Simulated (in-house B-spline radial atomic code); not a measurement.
**RPA and GW calculation, with input and output: Be⁺**

Be⁺, configuration [He] 2s1, inside a hard wall of radius 6 bohr. Computed at this level: RPA, second-order and SOSEX correlation energies and G0W0 (contour deformation) on a non-relativistic mean field, all electrons, B-spline basis (in-house B-spline radial atomic code).

### Key numbers

- outcome: converged
- mean-field total energy: −14.27472 hartree
- total energy with exact exchange alone: −14.27472 hartree
- exact exchange energy: −2.51189 hartree
- RPA correlation, extrapolated in the angular momentum of the empty orbitals: −0.09756 hartree
- RPA correlation, as summed: −0.09741 hartree
- direct second-order term: −0.10483 hartree
- second-order exchange term: 0.06033 hartree
- SOSEX term: 0.05572 hartree
- hardware: 1 CPU thread, shared host

### Input
```
Z = 4
electrons = 3.0
configuration = [He] 2s1
hamiltonian = nr
method = hf
lmax = 9
wall_radius = 6
spin_polarised = True
box_radius = 6
intervals = 39
```

The run was one of a batch that the task file lists, launched with:
```bash
python <driver script> task.json out
```

The program writes its results to a structured record and prints no log; tables and figures of this report are taken from that record.

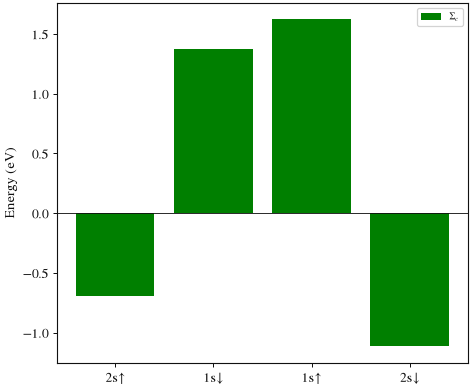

*The G₀W₀ correction to each level (on Hartree–Fock the correlation self-energy alone) for Be⁺ ([He] 2s). All-electron spherical atom, non-relativistic, Hartree-Fock start, no spin-orbit coupling, Breit or QED terms; computed with a B-spline radial code, inside a hard wall of radius 6 bohr. The quasi-particle equation is solved at full frequency; levels of low quasi-particle weight Z are left out. Σ columns are in eV, and Σc holds an estimate for the angular momenta beyond the basis.*

G₀W₀ moves the highest occupied level, 2s↑, from −18.06 to −18.75 eV (renormalisation factor Z = 0.97). The empty level 2s↓ goes from −7.36 to −8.48 eV.

```
Level  Mean field (eV)  Σc (eV)     Z  G₀W₀ (eV)
  2s↑           −18.06    −0.69  0.97     −18.75
  1s↓          −139.05     1.38  0.95    −137.68
  1s↑          −140.20     1.62  0.94    −138.58
  2s↓            −7.36    −1.12  0.96      −8.48
```
